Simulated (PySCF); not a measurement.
**C4H6N, doublet, SMILES `C#C[C](C)N`: what the electrons do**

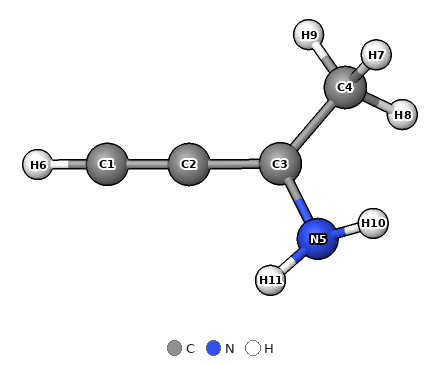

The molecule, with its atoms numbered as below. No frequency check shows the geometry to be a minimum.

Coordinates in Å:

```
C1      -2.2359    0.0929    0.0152
C2      -1.0210    0.0360   -0.0090
C3       0.3452   -0.0382    0.0069
C4       1.2042    1.1820    0.0016
N5       0.9871   -1.2727   -0.0809
H6      -3.2813    0.1591    0.0001
H7       1.8779    1.1889    0.8634
H8       1.8217    1.2170   -0.8992
H9       0.5872    2.0755    0.0361
H10      1.9142   -1.3003    0.3190
H11      0.4147   -2.0683    0.1591
```

### 1. Bonding charge

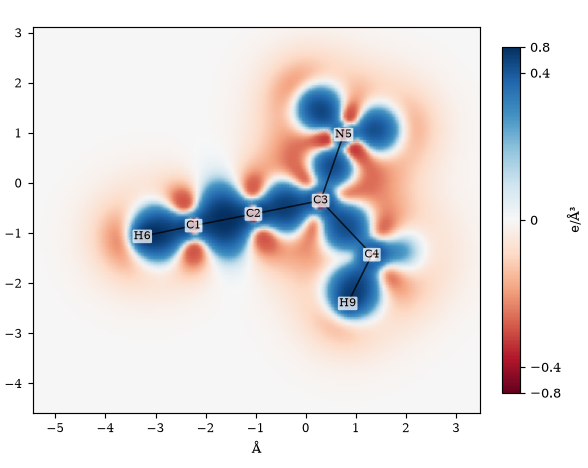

Deformation density (molecule less spherical, spin-averaged free atoms) in the plane of C1, C2, C3, C4, N5, H6 and H9; colour scale in e/Å³, logarithmic beyond ±0.1; blue: gain, red: loss.

Computed with PySCF, PBE/def2-TZVP, geometry: GFN2-xTB. The stability of the open-shell solution wasn't checked. GFN2-xTB doesn't know the spin state, so this open-shell geometry is rough.

Q: How much density has each bond in this plane gained at its critical point, relative to the free atoms?

A: C1–C2: +0.81 e/Å³ at the bond critical point (bond length 1.22 Å, Mayer order 2.5). C1–H6: +0.75 e/Å³ at the bond critical point (bond length 1.05 Å, Mayer order 1.0). C4–H9: +0.69 e/Å³ at the bond critical point (bond length 1.09 Å, Mayer order 1.0). C2–C3: +0.63 e/Å³ at the bond critical point (bond length 1.37 Å, Mayer order 1.5). C3–C4: +0.48 e/Å³ at the bond critical point (bond length 1.49 Å, Mayer order 1.0). C3–N5: +0.38 e/Å³ at the bond critical point (bond length 1.39 Å, Mayer order 1.2). In all, 2.3 electrons gather in the regions of gain relative to the promolecule.

Q: Where do the Hirshfeld charges lie?

A: The highest Hirshfeld charge is on H11 (+0.13 e), the lowest on N5 (−0.16 e).

### 2. Bond critical points

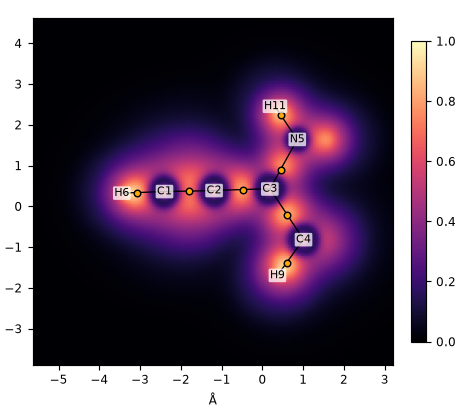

Localised orbital locator (LOL) in a plane through 8 of the atoms, with bond paths and bond critical points (dots).

Q: Rank the bonds in the plane by LOL at their critical points.

A: C1–H6: about 0.90; N5–H11: about 0.89; C4–H9: about 0.89; C3–C4: about 0.81; C2–C3: about 0.78; C1–C2: about 0.69; C3–N5: about 0.69. Values above 0.5 mark slow, localised electrons, as in shared pairs; low values at a critical point mark a polar or closed-shell contact whose critical point lies between the shells.

Q: Where along N5–H11 does the critical point lie?

A: 0.75 Å from N5 and 0.26 Å from H11.

### 3. Electrostatic potential

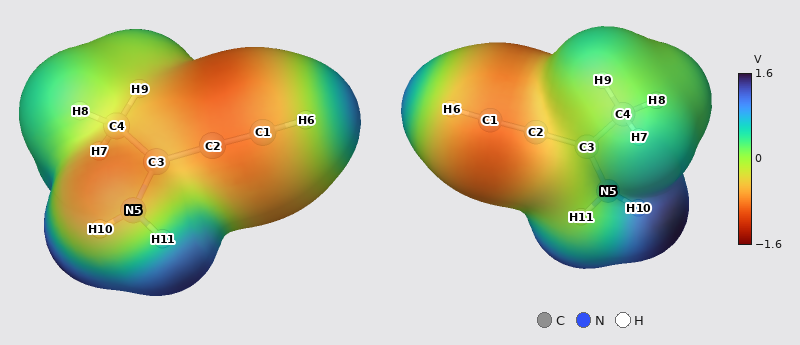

Electrostatic potential on the surface of electron density 0.001 a.u. (back view left, front view right).

Q: Where are the extremes of the potential on the surface?

A: Highest: 1.59 V, 1.3 Å from H10. Further maxima include 0.95 V, 1.3 Å from H6; 0.44 V, 1.4 Å from H8. Lowest: −1.01 V, off the C1–C2 bond (2.1 Å from its atoms). The surface is sampled at points, so like sites can differ by a few per cent and only the strongest of them is named.

Q: What volume does the surface enclose, and what is the dipole moment?

A: About 110 Å³; the dipole moment is 1.9 D.

### 4. Spin density

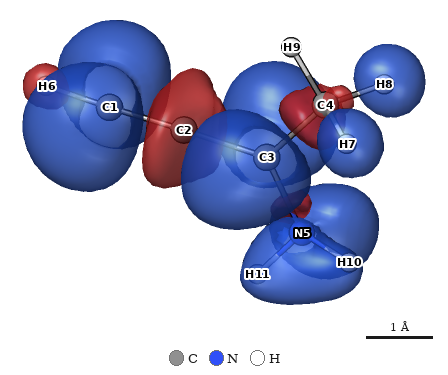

Spin density ρα − ρβ at ±0.01 e/Å³ (blue: excess α, red: excess β).

Q: Where is the unpaired spin?

A: Hirshfeld spin populations: C3 +0.37, C1 +0.30 and N5 +0.16. ⟨S²⟩ = 0.76, against 0.75 for a pure state. The picture also shows regions of β spin from spin polarisation; the Hirshfeld sums, whose atoms overlap, net them against the α spin of neighbours.

### 5. In an electric field

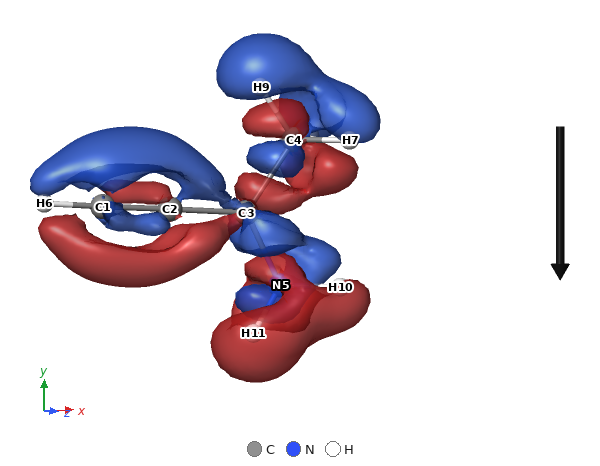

Change of the electron density in a uniform field of 0.21 V/Å along −y (arrow), surfaces at ±0.0015 e/Å³ (blue: gain, red: loss).

Level of theory: PBE0/def2-TZVP (PySCF), at a geometry from GFN2-xTB. A basis without diffuse functions makes polarisabilities too small. The stability of the open-shell solution wasn't checked. GFN2-xTB doesn't know the spin state, so this open-shell geometry is rough.

The field was applied in both directions; the picture shows the one opposite to the script's first.

Q: What dipole is induced, and what polarisability does it imply?

A: The induced dipole is 0.51 D (along the field); α along this axis, from the fields in both directions, is 50 bohr³ (7.4 Å³).
